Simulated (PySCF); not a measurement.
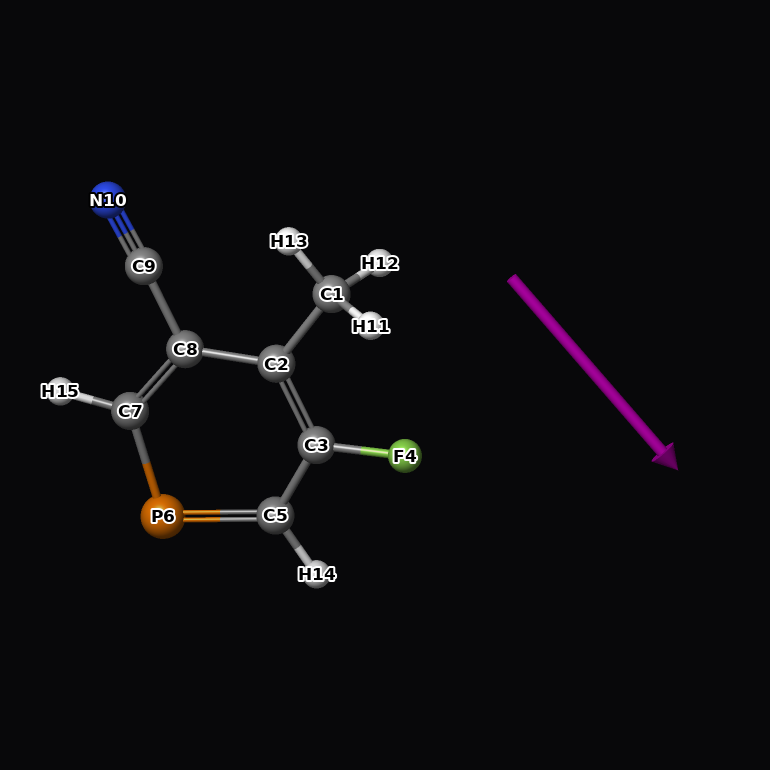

The arrow beside the molecule shows the direction of the dipole moment, from the negative to the positive end (its length means nothing). The computed structure is the end point of a GFN2-xTB optimisation. No frequency run is at hand to confirm it as a minimum. Level of theory: PBE0/pcSseg-1, gas phase (PySCF 2.14.0).

Question: How large is the dipole moment?

Answer: 2.65 D; it points from the side of N10 to the side of H14 (the outermost atoms at the two ends).

The geometry is semi-empirical. Around P such bond lengths and angles can be off by a tenth of an ångström or more and by several degrees, and values that hang on the shape move with them.
